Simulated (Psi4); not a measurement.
**One shape, several levels: InHBr (SMILES [Br][InH])**

Wanted: a comparison of 3 runs (UHF/3-21G, UHF/def2-TZVPPD, USVWN5/def2-SVP) of InHBr. 

The results are computed with Psi4 1.11.

1 further run of the same task is left out (it didn't finish).

## Step 1: The molecule

InHBr: 3 atoms, total charge 0, spin state doublet. SMILES: `[Br][InH]`. The shape is that of a PBE0-D4/def2-TZVP optimisation.

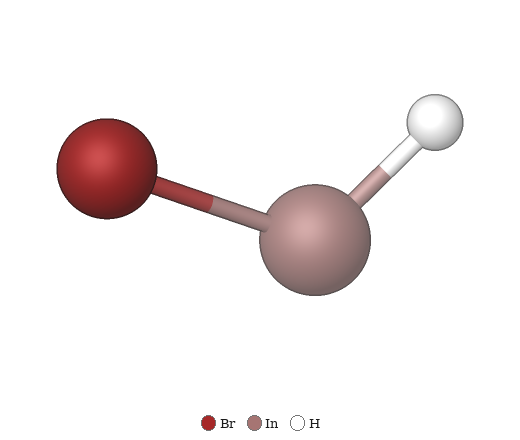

The structure, seen from a chosen angle (bromine red, indium brown, hydrogen white).

## Step 2: Energy and forces at UHF/3-21G (run 1)

File input.in:

```
memory 1600 MB

molecule mol {
  0 2
  Br     1.752400    -0.309300     0.917000
  In    -0.424600    -0.617800    -0.295300
  H     -1.338700     0.862200    -0.635000
  symmetry c1
  no_reorient
  no_com
}

set globals {
  basis         3-21G
  reference     uhf
  puream        true
  e_convergence 1e-09
  d_convergence 1e-08
  scf_type      pk
  maxiter       200
}

result, w = gradient("scf", return_wfn=True)
oeprop(w, "WIBERG_LOWDIN_INDICES", "DIPOLE", "MAYER_INDICES", title="SCF")
```

Launch:

```
psi4 -n 1 input.in input.out
```

input.out:

```text
[...]
  Running in c1 symmetry.
[...]
  Nuclear repulsion =  381.153976676730565
[...]
  Multiplicity = 2
[...]
  Nalpha       = 43
  Nbeta        = 42
[...]
    Number of basis functions: 55
[...]
   @UHF iter   1: -8275.14595880285015   -5.08017e+00   1.04396e-02 ADIIS/DIIS
[...]
   @UHF iter  13: -8275.39069690109500   -2.54659e-11   6.90749e-09 DIIS
[...]
   @S^2 Observed:                7.609950141E-01
[...]
  @UHF Final Energy: -8275.39069690109500
   => Energetics <=
    Nuclear Repulsion Energy =            381.1539766767305650
    One-Electron Energy =              -12226.0292552255232295
    Two-Electron Energy =                3569.4845816476981781
    Total Energy =                      -8275.3906969010931789
  UHF NO Occupations:
  HONO-2 :   41  A 1.9994934
  HONO-1 :   42  A 1.9953393
[...]
  -Total Gradient:
     Atom            X                  Y                   Z
    ------   -----------------  -----------------  -----------------
       1       -0.013019930313    -0.002115965818    -0.007278875963
       2        0.011095742404     0.005876624070     0.006631688007
       3        0.001924187736    -0.003760658268     0.000647187577
[...]
 Multipole Moments:
 ------------------------------------------------------------------------------------
     Multipole            Electronic (a.u.)      Nuclear  (a.u.)        Total (a.u.)
 ------------------------------------------------------------------------------------
 L = 1.  Multiply by 2.5417464519 to convert [e a0] to [Debye]
 Dipole X            :        -75.2091364           74.0581779           -1.1509585
 Dipole Y            :         75.6104927          -76.0340755           -0.4235828
 Dipole Z            :        -32.7753491           32.1070138           -0.6683353
 Magnitude           :                                                    1.3967104
[...]
```

It took 5.4 s on 1 thread of Intel Xeon Platinum 8488C (Sapphire Rapids), shared host; peak memory 0.21 GiB.

## Step 3: The charge distribution at UHF/def2-TZVPPD (density fitting, core potential) (run 2)

File brhin.sdf:

```

     RDKit          3D

  3  2  0  0  0  0  0  0  0  0999 V2000
    1.7524   -0.3093    0.9170 Br  0  0  0  0  0  0  0  0  0  0  0  0
   -0.4246   -0.6178   -0.2953 In  0  0  0  0  0  2  0  0  0  0  0  0
   -1.3387    0.8622   -0.6350 H   0  0  0  0  0  0  0  0  0  0  0  0
  2  1  1  0
  3  2  1  0
M  RAD  1   2   2
M  END
$$$$
```

File brhin.py:

```python
import psi4
from rdkit import Chem

psi4.set_memory(1600000000)
psi4.set_num_threads(1)
psi4.set_output_file('output.dat', False)

rd = Chem.SDMolSupplier('brhin.sdf', removeHs=False, sanitize=False)[0]
xyz = rd.GetConformer().GetPositions()
atoms = '\n'.join(f'{a.GetSymbol()} {x:.4f} {y:.4f} {z:.4f}' for a, (x, y, z) in zip(rd.GetAtoms(), xyz))
geom = psi4.geometry('0 2\n' + atoms + '')

psi4.set_options({
    'basis': 'def2-TZVPPD',
    'reference': 'uhf',
    'scf_type': 'df',
    'level_shift': 5.0,
    'e_convergence': 1e-10,
    'maxiter': 100,
})

e_tot, wfn = psi4.energy("hf", return_wfn=True)
psi4.oeprop(wfn, "MULLIKEN_CHARGES", "DIPOLE", "MAYER_INDICES", "ESP_AT_NUCLEI", title="HF")
print('E =', round(e_tot, 9))
for k, v in sorted(psi4.core.scalar_variables().items()):
    print(f'{k:45s} {v:18.10f}')
```

Launch:

```
python brhin.py
```

output.dat:

```text
[...]
  Running in cs symmetry.
[...]
  Nuclear repulsion =  166.249835763362228
[...]
  Multiplicity = 2
[...]
  Nalpha       = 29
  Nbeta        = 28
[...]
    Number of basis functions: 130
[...]
   @DF-UHF iter   1: -2761.94911223327790   -2.55537e+00   1.33402e-02 DIIS/ADIIS/SHIFT
[...]
   @DF-UHF iter  15: -2762.24829059116018   -4.32010e-11   2.08674e-08 DIIS
[...]
   @S^2 Observed:                7.681029251E-01
[...]
    Orbital Energies [Eh]
    ---------------------
    Alpha Occupied:
       1Ap  -489.991197     2Ap   -65.133439     3Ap   -58.488574
       1App  -58.487580     4Ap   -58.487512     5Ap    -9.806349
       6Ap    -7.416798     2App   -7.412885     7Ap    -7.412611
       8Ap    -5.417312     3App   -3.675391     9Ap    -3.671047
      10Ap    -3.667101    11Ap    -3.157376     4App   -3.156141
      12Ap    -3.155643     5App   -3.152080    13Ap    -3.152064
      14Ap    -1.068009    15Ap    -1.059885     6App   -1.059489
       7App   -1.055942    16Ap    -1.053275    17Ap    -0.964636
      18Ap    -0.558862    19Ap    -0.450249    20Ap    -0.406552
       8App   -0.405841    21Ap    -0.318127
    Alpha Virtual:
[...]
  @DF-UHF Final Energy: -2762.24829059116018
   => Energetics <=
    Nuclear Repulsion Energy =            166.2498357633622277
    One-Electron Energy =               -4250.9733686530707928
    Two-Electron Energy =                1322.4752422985486646
    Total Energy =                      -2762.2482905911601847
  UHF NO Occupations:
  HONO-2 :   19 Ap 1.9990977
  HONO-1 :   20 Ap 1.9924524
[...]
 Multipole Moments:
 ------------------------------------------------------------------------------------
     Multipole            Electronic (a.u.)      Nuclear  (a.u.)        Total (a.u.)
 ------------------------------------------------------------------------------------
 L = 1.  Multiply by 2.5417464519 to convert [e a0] to [Debye]
 Dipole X            :        -55.9516801           54.7982429           -1.1534372
 Dipole Y            :         -9.2953499            8.9543509           -0.3409990
 Dipole Z            :          0.0000000            0.0000000            0.0000000
 Magnitude           :                                                    1.2027875
[...]
  Mulliken Charges: (a.u.)
   Center  Symbol    Alpha    Beta     Spin     Total
       1    BR    17.78824 17.72932  0.05891 -0.51756
       2    IN    10.43395  9.78033  0.65362  0.78572
       3     H     0.77782  0.49035  0.28747 -0.26816
   Total alpha = 29.00000, Total beta = 28.00000, Total charge =  0.00000
  Mayer Bond Indices:
  Total Bond Index:
  Irrep: 1 Size: 3 x 3
[...]
```

Standard output:

```text
E = -2762.248290591
CURRENT ENERGY                                  -2762.2482905912
CURRENT REFERENCE ENERGY                        -2762.2482905912
DD SOLVATION ENERGY                                 0.0000000000
ESP AT CENTER 1                                  -175.8999600770
ESP AT CENTER 2                                   -20.7721951000
ESP AT CENTER 3                                    -1.0687283792
HF KINETIC ENERGY                                2646.4744137153
HF POTENTIAL ENERGY                             -5408.7227043064
HF TOTAL ENERGY                                 -2762.2482905912
HF VIRIAL RATIO                                     2.0437464561
NUCLEAR REPULSION ENERGY                          166.2498357634
ONE-ELECTRON ENERGY                             -4250.9733686531
PCM POLARIZATION ENERGY                             0.0000000000
PE ENERGY                                           0.0000000000
SCF ITERATION ENERGY                            -2762.2482905912
SCF ITERATIONS                                     15.0000000000
SCF TOTAL ENERGY                                -2762.2482905912
TWO-ELECTRON ENERGY                              1322.4752422985
```

Wall time 5.1 s (1 thread of Intel Xeon Platinum 8488C (Sapphire Rapids), shared host); peak memory 0.32 GiB.

Atomic charges (e):

| atom | Mulliken |
| --- | --- |
| Br1 | -0.518 |
| In2 | +0.786 |
| H3 | -0.268 |

## Step 4: A single-point energy at USVWN5/def2-SVP (core potential) (run 3)

File brhin.xyz:

```xyz
3
BrHIn
Br     1.752400    -0.309300     0.917000
In    -0.424600    -0.617800    -0.295300
H     -1.338700     0.862200    -0.635000
```

File brhin.py:

```python
import psi4

psi4.set_memory('1600 MB')
psi4.set_num_threads(1)
psi4.set_output_file('psi4.out', False)

with open('brhin.xyz') as f:
    atoms = ''.join(f.readlines()[2:])
molecule = psi4.geometry('0 2\n' + atoms + 'symmetry c1')

psi4.set_options({
    'basis': 'def2-SVP',
    'reference': 'uks',
    'puream': True,
    'e_convergence': 1e-09,
    'd_convergence': 1e-08,
    'scf_type': 'pk',
    'dft_radial_points': 99,
    'dft_spherical_points': 590,
    'maxiter': 200,
})

E, wfn = psi4.energy("scf", dft_functional={"name": "SVWN5", "x_functionals": {"LDA_X": {}}, "c_functionals": {"LDA_C_VWN": {}}}, return_wfn=True)
psi4.oeprop(wfn, "DIPOLE", "MULLIKEN_CHARGES", "LOWDIN_CHARGES", title="SCF")
print(f'total energy {E:.8f} hartree = {E * 27.211386:.5f} eV')
```

Launch:

```
python brhin.py
```

psi4.out:

```text
[...]
    !!!  WARNING: ECP capability is in beta. Please check occupations closely.  !!!
[...]
  Running in c1 symmetry.
[...]
  Nuclear repulsion =  166.249835763362228
[...]
  Multiplicity = 2
[...]
  Nalpha       = 29
  Nbeta        = 28
[...]
    Number of basis functions: 63
[...]
   @UKS iter   1: -2760.30442176476390   -1.82694e+00   2.35958e-02 DIIS/ADIIS
[...]
   @UKS iter  13: -2760.71774375377072   -2.27374e-12   2.77408e-09 DIIS
[...]
   @S^2 Observed:                7.521628605E-01
[...]
  @UKS Final Energy: -2760.71774375377072
   => Energetics <=
    Nuclear Repulsion Energy =            166.2498357633622277
    One-Electron Energy =               -4249.2051266510679852
    Two-Electron Energy =                1426.7021855616576431
    DFT Exchange-Correlation Energy =    -104.4646384277227043
    Empirical Dispersion Energy =           0.0000000000000000
    VV10 Nonlocal Energy =                  0.0000000000000000
    Total Energy =                      -2760.7177437537707192
[...]
 Multipole Moments:
 ------------------------------------------------------------------------------------
     Multipole            Electronic (a.u.)      Nuclear  (a.u.)        Total (a.u.)
 ------------------------------------------------------------------------------------
 L = 1.  Multiply by 2.5417464519 to convert [e a0] to [Debye]
 Dipole X            :        -55.6561485           54.7982429           -0.8579056
 Dipole Y            :         -9.0983144            8.9543509           -0.1439635
 Dipole Z            :          0.0000001            0.0000000            0.0000001
 Magnitude           :                                                    0.8699009
[...]
  Mulliken Charges: (a.u.)
   Center  Symbol    Alpha    Beta     Spin     Total
       1    BR    17.67722 17.53968  0.13754 -0.21690
       2    IN    10.66579 10.08790  0.57789  0.24632
       3     H     0.65699  0.37242  0.28456 -0.02941
   Total alpha = 29.00000, Total beta = 28.00000, Total charge =  0.00000
  Lowdin Charges: (a.u.)
   Center  Symbol    Alpha    Beta     Spin     Total
       1    BR    17.59552 17.45697  0.13855 -0.05249
       2    IN    10.77801 10.12550  0.65251  0.09649
       3     H     0.62647  0.41753  0.20894 -0.04400
[...]
```

On the terminal:

```text
total energy -2760.71774375 hartree = -75122.95616 eV
```

Wall time 6.9 s (1 thread of Intel Xeon Platinum 8488C (Sapphire Rapids), shared host); peak memory 0.31 GiB.

## Step 5: Overview of the runs

```csv
run,level,task,integrals,energy (Eh),dipole moment (D),HOMO energy (eV),LUMO energy (eV),wall time
1,UHF/3-21G,gradient,pk,-8275.390697,3.55,-8.25,-0.05,5.4 s
2,"UHF/def2-TZVPPD (density fitting, core potential)",properties,df,-2762.248291,3.06,-8.66,-0.23,5.1 s
3,USVWN5/def2-SVP (core potential),energy,pk,-2760.717744,2.21,-5.23,-4.46,6.9 s
```

## Step 6: What came out

| quantity | value |
| --- | --- |
| run 3: total energy | -2760.71774 Eh |
| run 3: dipole moment | 2.21 D |
| run 3: HOMO energy (highest over α and β) | -5.23 eV |
| run 3: LUMO energy (lowest over α and β) | -4.46 eV |
| run 3: ⟨S²⟩ | 0.752 |

The dipole moment (its size) runs from 2.21 D (USVWN5/def2-SVP) to 3.55 D (UHF/3-21G). The two ends differ in method and basis and core potential. Some runs of one species differ in core potentials or relativity; totals across that change don't compare. In run 1 relativity is left out where basis or elements ask for it. All runs together took 17 s, the longest 6.9 s.
